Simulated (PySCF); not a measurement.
# WNH: triplet, from a bent start

The task is one start of a wider search on WNH: the triplet, from a bent start. It is relaxed, tested by its Hessian and followed downhill if it is a saddle.

Computed with PySCF 2.14.0. Level: PBE0, basis W def2-TZVP with ECP60, N def2-TZVP, H def2-TZVP, scalar-relativistic core potentials, no spin–orbit coupling, density fitting.

### Step 1. The starting structure

3 atoms, charge 0, spin multiplicity 3.

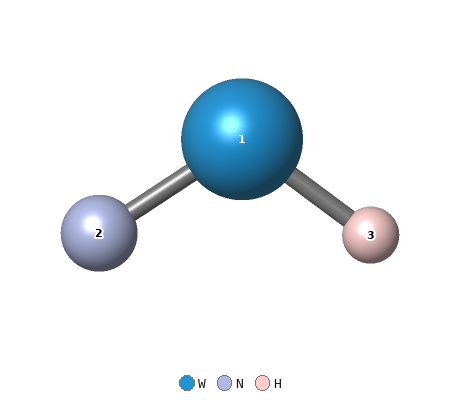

The starting geometry (tungsten blue, nitrogen light blue, hydrogen pink); atoms are numbered from 1 in the order of the file.

Z-matrix (Å, degrees; charge 0 multiplicity 3):
```
W
N  1 1.8000
H  1 1.6900 2 110.00
```

### Step 2. Finding the electronic state

One driver script runs all steps and calls PySCF; scf.py shows how it sets up the SCF of each step. The optimiser is the driver's own. After this first run the driver tries any further starts and a stability analysis.

The input, scf.py:

```python
from pyscf import gto, scf, dft
mol = gto.M(atom='''
W      0.000000     0.000000     0.000000
N     -1.474500     0.000000     1.032400
H      1.384400     0.000000     0.969300''',
    basis={'W': 'def2-TZVP', 'N': 'def2-TZVP', 'H': 'def2-TZVP'},
    ecp={'W': 'def2-TZVP'},
    charge=0, spin=2)
mf = dft.UKS(mol, xc='PBE0')
mf.grids.atom_grid = (50, 194)
aux = {'W': 'def2-universal-JKFIT', 'N': 'def2-universal-JKFIT', 'H': 'def2-universal-JKFIT'}
mf = mf.density_fit(auxbasis=aux)
mf.conv_tol = 1e-08
mf.diis_space = 10
mf.max_cycle = 60
mf.init_guess = 'minao'
mf.verbose = 4
mf.kernel()
```

On the command line:

```
$ OMP_NUM_THREADS=2 python axn.py task.json out
```

The program printed:

```text
init E= -103.201288413434
[... the frontier-level lines of each cycle are left out ...]
cycle= 1 E= -121.981702159107  delta_E= -18.8  |g|= 0.781  |ddm|= 5.28
cycle= 2 E= -117.600151160625  delta_E= 4.38  |g|= 2.54  |ddm|= 2.18
cycle= 3 E= -122.241351544916  delta_E= -4.64  |g|= 0.228  |ddm|= 1.92
cycle= 4 E= -122.264555567761  delta_E= -0.0232  |g|= 0.117  |ddm|= 0.253
cycle= 5 E= -122.271796350953  delta_E= -0.00724  |g|= 0.0243  |ddm|= 0.117
cycle= 6 E= -122.272541489598  delta_E= -0.000745  |g|= 0.0133  |ddm|= 0.0336
cycle= 7 E= -122.27306372998  delta_E= -0.000522  |g|= 0.00891  |ddm|= 0.029
cycle= 8 E= -122.273771212822  delta_E= -0.000707  |g|= 0.00818  |ddm|= 0.0529
cycle= 9 E= -122.274211363152  delta_E= -0.00044  |g|= 0.00751  |ddm|= 0.0612
cycle= 10 E= -122.274278979387  delta_E= -6.76e-05  |g|= 0.00271  |ddm|= 0.0147
cycle= 11 E= -122.274299872201  delta_E= -2.09e-05  |g|= 0.000937  |ddm|= 0.0123
cycle= 12 E= -122.274302559956  delta_E= -2.69e-06  |g|= 0.000315  |ddm|= 0.00431
cycle= 13 E= -122.274303070829  delta_E= -5.11e-07  |g|= 0.000157  |ddm|= 0.00148
cycle= 14 E= -122.274303180232  delta_E= -1.09e-07  |g|= 6.79e-05  |ddm|= 0.000925
cycle= 15 E= -122.274303192815  delta_E= -1.26e-08  |g|= 2.17e-05  |ddm|= 0.000291
cycle= 16 E= -122.274303193772  delta_E= -9.57e-10  |g|= 1.67e-05  |ddm|= 7.83e-05
Extra cycle  E= -122.274303192508  delta_E= 1.26e-09  |g|= 5.84e-05  |ddm|= 4.76e-05
converged SCF energy = -122.274303192508  <S^2> = 2.2316183  2S+1 = 3.1506306
```

This step, with its further starts and checks, needed 7.4 s of wall time on 2 threads of Arm Neoverse V2, shared host.

Energies from each starting density:

```
                      start  energy (Eh)
    the minimal-basis guess  -122.274303
a thermally smeared density  -122.274303
      a smeared PBE density  -122.274303
```

The test of internal stability and the other starts found no lower solution of this spin.

### Step 3. Relaxation: bent start, triplet

The program finds Cs symmetry in the start, which this walk keeps.

scf.py, as its differences from that of step 2:

```diff
@@ -3,3 +3,3 @@
-W      0.000000     0.000000     0.000000
-N     -1.474500     0.000000     1.032400
-H      1.384400     0.000000     0.969300''',
+W      0.096764     0.000000    -0.077571
+N     -1.377736     0.000000     0.954829
+H      1.481164     0.000000     0.891729''',
@@ -16 +15,0 @@
-mf.init_guess = 'minao'
```

Steps of the walk:

```
step  energy (Eh)  change (kJ/mol)  largest symmetric gradient (Eh/bohr)
   0  -122.274303             0.00                               0.09723
   1  -122.294926           -54.15                               0.01362
   2  -122.296570           -58.46                               0.00370
   3  -122.296789           -59.04                               0.00246
   4  -122.296812           -59.10                               0.00119
   5  -122.296820           -59.12                               0.00025
   6  -122.296820           -59.12                               0.00010
```

The walk took 11 s.

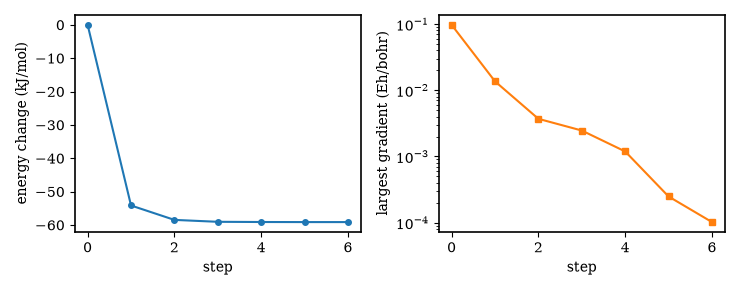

How energy and gradient fall.

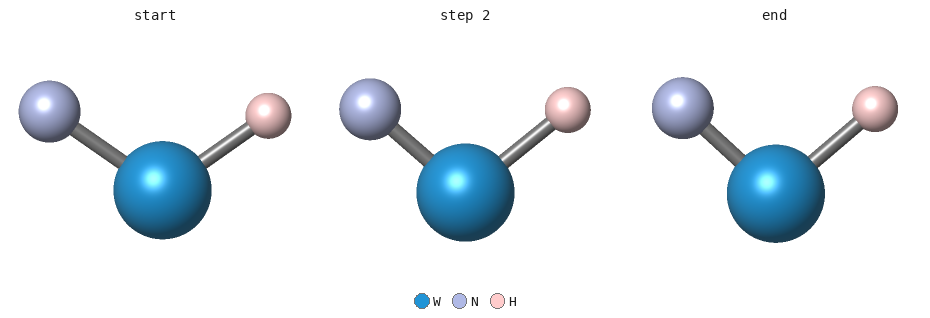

The geometry along the walk, at one scale.

End point (Cs, 6 steps, 59.1 kJ/mol gained): W–H 1.704 Å, W–N 1.653 Å; H–W–N 96.9°.

### Step 4. Vibrations and properties at this point

On the finer grid the gradient is checked again; gradients at displacements of ±0.02 bohr then give force constants and infrared intensities.

scf.py, as its differences from that of step 3:

```diff
@@ -3,3 +3,3 @@
-W      0.096764     0.000000    -0.077571
-N     -1.377736     0.000000     0.954829
-H      1.481164     0.000000     0.891729''',
+W      0.078822     0.000000    -0.084277
+N     -1.135258     0.000000     1.037157
+H      1.378103     0.000000     1.017717''',
@@ -10 +10 @@
-mf.grids.atom_grid = (50, 194)
+mf.grids.atom_grid = (75, 302)
@@ -13 +13 @@
-mf.conv_tol = 1e-08
+mf.conv_tol = 1e-10
```

This SCF starts from the last density.

SCF at the final geometry:

```text
init E= -122.296790578474
[... the frontier-level lines of each cycle are left out ...]
cycle= 1 E= -122.29679057844  delta_E= 3.38e-11  |g|= 9.41e-06  |ddm|= 6.07e-06
Extra cycle  E= -122.296790577933  delta_E= 5.07e-10  |g|= 3.59e-05  |ddm|= 2.24e-05
converged SCF energy = -122.296790577933  <S^2> = 2.0491946  2S+1 = 3.0326191
```

The whole step took 31 s.

Geometry: Cs; W–H 1.704 Å, W–N 1.653 Å; H–W–N 97.0°.

Harmonic modes (main isotopes):

```tsv
symmetry	ω (cm⁻¹)	IR (km/mol)	μ (u)	type
a'	668	29.4	1.09	bend
a'	1143	62.7	14.93	stretch
a'	1990	91.4	1.01	stretch
```

Every mode is real; the point is a minimum.

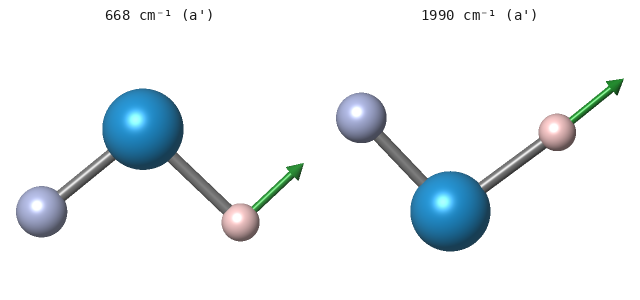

How the atoms move in 2 of the modes.

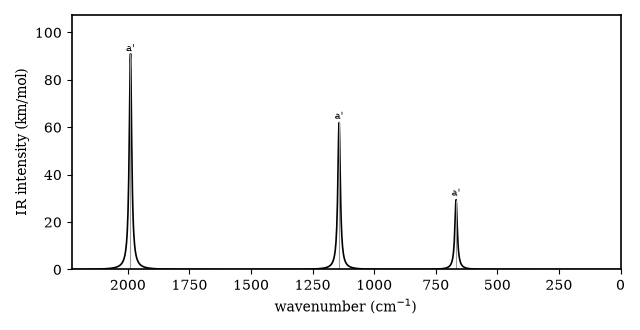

The harmonic infrared spectrum (widths in cm⁻¹). Lines are broadened to a width of 12 cm⁻¹ (Lorentzian).

Constants and moments:

```
Dipole moment                                                   : 4.51 D
Highest occupied level                                          : -6.50 eV
Lowest empty level                                              : -2.61 eV
Rotational constants                                            : 5.898, 0.4727, 0.4377 cm⁻¹
Zero-point energy                                               : 22.7 kJ/mol
Principal polarisabilities                                      : 50.2, 56.3, 58.2 bohr³
Atomisation energy without zero-point energy                    : 898 kJ/mol
Principal traceless quadrupole moments about the centre of mass : -4.10, 1.73, 2.37 D Å
Entropy at 298.15 K and 1 bar (electronic part: spin only)      : 268.6 J/(mol K)
Heat capacity Cp at 298.15 K                                    : 38.1 J/(mol K)
Enthalpy at 298.15 K above 0 K                                  : 10.30 kJ/mol
Rotational symmetry number                                      : 1
Spin squared ⟨S²⟩                                               : 2.049
```

Charges (e) and bond orders:

| atom | Mulliken | Löwdin | polar tensor | spin (Mulliken) | Mayer order to W1 |
| --- | --- | --- | --- | --- | --- |
| W1 | 0.46 | 0.36 | 0.82 | 2.44 | – |
| N2 | -0.36 | -0.28 | -0.59 | -0.36 | 3.00 |
| H3 | -0.09 | -0.08 | -0.22 | -0.08 | 1.00 |

Mulliken populations on W1 (outside its core potential): s 2.88, p 6.19, d 4.43, f 0.04.

### Step 5. Outcome

| quantity | value |
| --- | --- |
| minimum | triplet, Cs |
| geometry | W–H 1.704 Å, W–N 1.653 Å; H–W–N 97.0° |
| wavenumbers (cm⁻¹) | 668 (a'), 1143 (a'), 1990 (a') |
| dipole moment | 4.51 D |
| highest occupied, lowest empty level (either spin) | -6.50, -2.61 eV |
| polar-tensor charge of W1 | +0.82 e |
| zero-point energy | 22.7 kJ/mol |
| entropy at 298.15 K | 268.6 J/(mol K) |
| atomisation energy (no zero-point energy) | 898 kJ/mol |
| ⟨S²⟩ | 2.049 |

The bent start keeps its Cs symmetry and ends in a minimum. In the infrared the band at 1990 cm⁻¹ (a', stretch) leads. Most of the spin sits on W1 (Mulliken spin 2.44, against 2 for the whole molecule). Other starts or spin states, not run here, may lie lower. One determinant may miss the lowest occupation of an open d or f shell. Spin–orbit coupling, left out here, can matter for elements this heavy.

The search up to here took 49 s.
